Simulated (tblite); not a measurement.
# Geometry relaxation, with input and output: C$_{4}$H$_{9}$OSi (part 2 of 2)

The same run, continued: C$_{4}$H$_{9}$OSi, multiplicity 2; GFN2-xTB geometry optimisation, gas phase (tblite 0.8.0). It belongs to a series of runs on one base structure; here: H removed from sp3 C.

Geometry of the input (Å):
```
Si -1.8432  -0.3067  0.6373
C  -0.4703  -0.0886  -0.6141
C  0.0592  1.2959  -0.7114
O  1.3353  1.4999  -0.2800
C  1.6974  0.2505  0.3593
C  0.8333  -0.8175  -0.3014
H  -3.0223  0.5350  0.2617
H  -2.2749  -1.7214  0.6749
H  -1.3902  0.0650  2.0040
H  -0.8451  -0.4242  -1.5751
H  -0.4013  2.1512  -1.1989
H  2.7627  0.0634  0.2037
H  1.4997  0.3330  1.4381
H  0.7484  -1.7134  0.3207
H  1.3068  -1.1141  -1.2407
```

Trajectory as extended XYZ, continued:
```
15
Properties=species:S:1:pos:R:3:forces:R:3 step=35 energy=-513.73837
Si   -1.8144   -0.2724    0.6481   -0.0080  -0.0050   0.0010
C    -0.4475   -0.1287   -0.6970   -0.0020  -0.0170   0.0070
C    -0.0562    1.2897   -0.6467   -0.0050   0.0090   0.0130
O     1.1804    1.4885   -0.0917    0.0110   0.0190  -0.0100
C     1.6583    0.2438    0.3833   -0.0020   0.0040   0.0050
C     0.8556   -0.8475   -0.3345    0.0210  -0.0130   0.0080
H    -2.9152    0.6005    0.2482    0.0210   0.0130  -0.0040
H    -2.3000   -1.6574    0.7460    0.0190   0.0170   0.0090
H    -1.2295    0.1201    1.9290   -0.0150  -0.0080  -0.0080
H    -0.8307   -0.4301   -1.6727   -0.0170  -0.0120  -0.0050
H    -0.4277    2.0917   -1.2514   -0.0080   0.0140  -0.0080
H     2.7313    0.1962    0.1790   -0.0090   0.0010   0.0140
H     1.5055    0.1981    1.4695   -0.0050  -0.0020  -0.0030
H     0.7074   -1.7142    0.3058   -0.0020  -0.0300   0.0040
H     1.3784   -1.1704   -1.2369    0.0010   0.0110  -0.0230
15
Properties=species:S:1:pos:R:3:forces:R:3 step=40 energy=-513.73917
Si   -1.8126   -0.2700    0.6493   -0.0010   0.0110   0.0060
C    -0.4467   -0.1348   -0.6965    0.0100   0.0110   0.0000
C    -0.0579    1.2864   -0.6485   -0.0060  -0.0110   0.0030
O     1.1784    1.4882   -0.0922   -0.0130  -0.0280   0.0010
C     1.6557    0.2438    0.3859    0.0010  -0.0140  -0.0030
C     0.8612   -0.8496   -0.3391    0.0000   0.0160  -0.0040
H    -2.9062    0.6092    0.2473    0.0010   0.0210  -0.0140
H    -2.3071   -1.6491    0.7552    0.0080  -0.0210   0.0020
H    -1.2339    0.1232    1.9309    0.0090   0.0030   0.0160
H    -0.8357   -0.4404   -1.6696    0.0100   0.0080   0.0150
H    -0.4304    2.0893   -1.2531    0.0000  -0.0220   0.0080
H     2.7303    0.1997    0.1909   -0.0030  -0.0010   0.0030
H     1.4959    0.1919    1.4712   -0.0180   0.0220  -0.0160
H     0.7226   -1.7236    0.2959   -0.0050   0.0100  -0.0400
H     1.3819   -1.1564   -1.2494    0.0060  -0.0040   0.0230
15
Properties=species:S:1:pos:R:3:forces:R:3 step=44 energy=-513.73995
Si   -1.8091   -0.2644    0.6515    0.0010  -0.0020   0.0140
C    -0.4456   -0.1422   -0.6968   -0.0030  -0.0080  -0.0040
C    -0.0656    1.2802   -0.6450    0.0050   0.0030   0.0070
O     1.1683    1.4852   -0.0866    0.0170   0.0070  -0.0100
C     1.6509    0.2418    0.3882   -0.0030   0.0000   0.0130
C     0.8661   -0.8509   -0.3466    0.0090  -0.0010   0.0030
H    -2.8904    0.6274    0.2410    0.0000  -0.0080  -0.0030
H    -2.3088   -1.6423    0.7680    0.0010   0.0040  -0.0070
H    -1.2306    0.1281    1.9336    0.0130   0.0070   0.0130
H    -0.8373   -0.4487   -1.6670   -0.0040   0.0020  -0.0200
H    -0.4349    2.0799   -1.2550   -0.0120  -0.0030  -0.0050
H     2.7275    0.2069    0.2030   -0.0100  -0.0090  -0.0070
H     1.4813    0.1863    1.4710   -0.0110   0.0040   0.0150
H     0.7331   -1.7330    0.2766   -0.0090  -0.0030  -0.0010
H     1.3908   -1.1462   -1.2578    0.0070   0.0050  -0.0070
15
Properties=species:S:1:pos:R:3:forces:R:3 step=49 energy=-513.74022
Si   -1.8077   -0.2631    0.6552    0.0100   0.0000  -0.0040
C    -0.4457   -0.1437   -0.6961    0.0040   0.0050  -0.0030
C    -0.0648    1.2791   -0.6450   -0.0050   0.0000  -0.0020
O     1.1721    1.4843   -0.0922   -0.0070  -0.0090  -0.0020
C     1.6494    0.2415    0.3902   -0.0020  -0.0060  -0.0040
C     0.8674   -0.8511   -0.3483    0.0010   0.0030   0.0040
H    -2.8880    0.6283    0.2392    0.0050  -0.0100   0.0070
H    -2.3091   -1.6408    0.7684    0.0020   0.0060   0.0010
H    -1.2305    0.1299    1.9388    0.0050   0.0010  -0.0080
H    -0.8385   -0.4499   -1.6667   -0.0010   0.0060   0.0030
H    -0.4382    2.0771   -1.2548   -0.0010   0.0020   0.0000
H     2.7262    0.2031    0.2073   -0.0040  -0.0050   0.0160
H     1.4735    0.1896    1.4730   -0.0020   0.0010  -0.0150
H     0.7355   -1.7368    0.2702   -0.0010   0.0020   0.0000
H     1.3939   -1.1397   -1.2612   -0.0030   0.0030   0.0080
15
Properties=species:S:1:pos:R:3:forces:R:3 step=53 energy=-513.74033
Si   -1.8036   -0.2619    0.6558   -0.0050  -0.0020  -0.0010
C    -0.4453   -0.1449   -0.6976   -0.0020  -0.0020  -0.0010
C    -0.0673    1.2784   -0.6441    0.0030   0.0010  -0.0020
O     1.1698    1.4833   -0.0921    0.0040   0.0040   0.0000
C     1.6470    0.2407    0.3909    0.0000   0.0020   0.0020
C     0.8676   -0.8516   -0.3495    0.0010   0.0000  -0.0030
H    -2.8839    0.6281    0.2395   -0.0070   0.0030   0.0040
H    -2.3089   -1.6376    0.7703    0.0040  -0.0050   0.0040
H    -1.2256    0.1323    1.9384    0.0080   0.0000  -0.0050
H    -0.8387   -0.4494   -1.6681   -0.0030  -0.0030  -0.0030
H    -0.4406    2.0751   -1.2558    0.0030   0.0050   0.0010
H     2.7243    0.2024    0.2122    0.0020   0.0000   0.0050
H     1.4688    0.1884    1.4727   -0.0090   0.0000   0.0040
H     0.7357   -1.7384    0.2673    0.0010   0.0020  -0.0010
H     1.3962   -1.1369   -1.2618   -0.0020  -0.0070  -0.0040
15
Properties=species:S:1:pos:R:3:forces:R:3 step=58 energy=-513.74055
Si   -1.8006   -0.2614    0.6564    0.0020   0.0050   0.0000
C    -0.4453   -0.1454   -0.7003    0.0000   0.0100  -0.0030
C    -0.0664    1.2782   -0.6470    0.0060  -0.0010  -0.0080
O     1.1722    1.4824   -0.0970    0.0000  -0.0040  -0.0020
C     1.6435    0.2401    0.3931   -0.0070   0.0000  -0.0030
C     0.8684   -0.8513   -0.3528   -0.0140  -0.0070  -0.0040
H    -2.8843    0.6270    0.2449    0.0000   0.0010   0.0030
H    -2.3046   -1.6370    0.7758    0.0030  -0.0080   0.0040
H    -1.2135    0.1355    1.9340   -0.0020  -0.0010   0.0020
H    -0.8414   -0.4505   -1.6700    0.0090   0.0020   0.0040
H    -0.4416    2.0769   -1.2552    0.0070  -0.0050   0.0040
H     2.7226    0.1982    0.2273   -0.0040   0.0100  -0.0040
H     1.4520    0.1904    1.4729   -0.0030  -0.0050   0.0010
H     0.7371   -1.7398    0.2613   -0.0040  -0.0070   0.0070
H     1.3975   -1.1352   -1.2654    0.0060   0.0090   0.0000
15
Properties=species:S:1:pos:R:3:forces:R:3 step=62 energy=-513.74062
Si   -1.7997   -0.2612    0.6564   -0.0010  -0.0040   0.0010
C    -0.4455   -0.1445   -0.7015   -0.0010  -0.0080   0.0010
C    -0.0655    1.2783   -0.6484    0.0000  -0.0010  -0.0050
O     1.1726    1.4819   -0.0978   -0.0010   0.0010   0.0020
C     1.6416    0.2396    0.3934    0.0020  -0.0020   0.0040
C     0.8670   -0.8520   -0.3533    0.0070   0.0040   0.0050
H    -2.8840    0.6272    0.2466    0.0000  -0.0010   0.0030
H    -2.3015   -1.6382    0.7777    0.0050   0.0040   0.0020
H    -1.2106    0.1358    1.9331   -0.0030   0.0000   0.0020
H    -0.8404   -0.4499   -1.6711   -0.0020   0.0000  -0.0050
H    -0.4409    2.0773   -1.2551    0.0010   0.0070  -0.0060
H     2.7211    0.1990    0.2293   -0.0010  -0.0020  -0.0010
H     1.4480    0.1897    1.4728    0.0000  -0.0020   0.0000
H     0.7354   -1.7403    0.2615   -0.0040   0.0020  -0.0070
H     1.3981   -1.1346   -1.2654   -0.0030   0.0020   0.0040
```

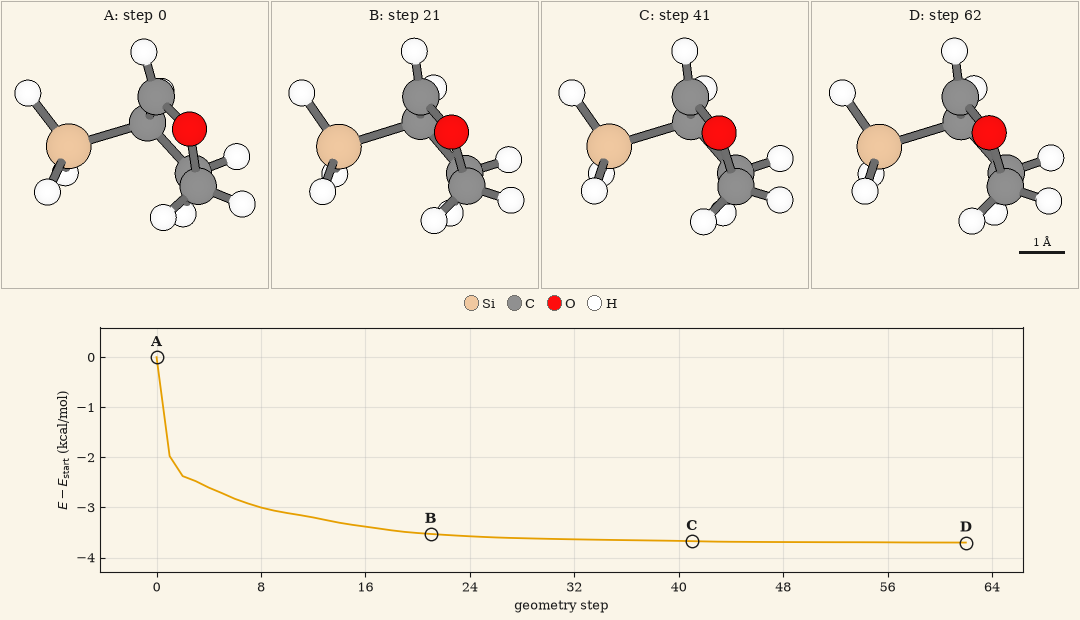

**Figure 1.** Frames of the relaxation (ball-and-stick view, seen at a tilt) above the curves, on which the letters mark them (steps are counted from 0).

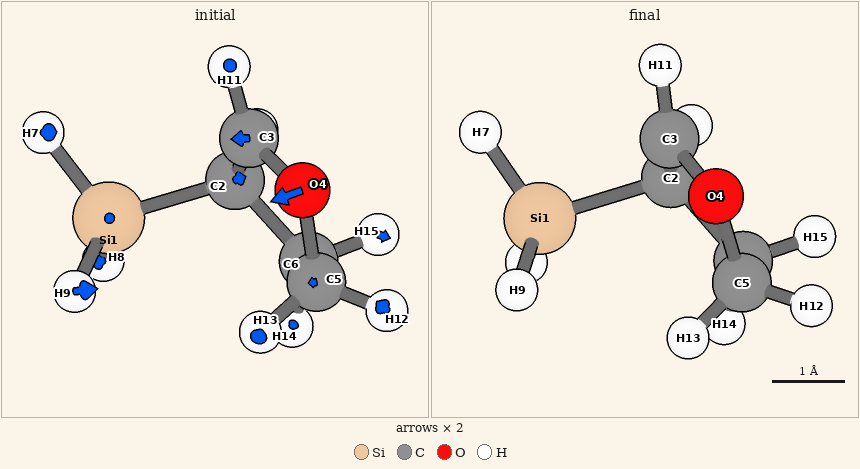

**Figure 2.** Before (left) and after (right) the relaxation, at one scale (ball-and-stick view, seen at a tilt). The blue arrows give the displacements, magnified 2 times. The largest move after the best rigid fit is that of O4, 0.25 Å. Largest moves by element: O 0.25 Å, H 0.21 Å, C 0.14 Å, Si 0.07 Å. Among the contacts that change: Si1–C2 1.870 → 1.921 Å, Si1–H7 1.497 → 1.460 Å, O4–C5 1.449 → 1.416 Å, Si1–H9 1.487 → 1.461 Å. Among the angles that change: Si1–C2–C3 114.5° → 102.4°, C2–C3–O4 116.9° → 113.0°, C3–O4–C5 104.2° → 108.0°. Over 62 geometry steps the energy falls by 3.70 kcal/mol. The largest force component goes from 1.2 to 0.008 eV/Å. (Atoms are counted from 1 in the order of the input.)

Results in brief:

```json
{"quantity": "outcome", "value": "converged"}
{"quantity": "total energy", "value": "−513.7406 eV"}
{"quantity": "peak memory", "value": "0.18 GiB"}
```
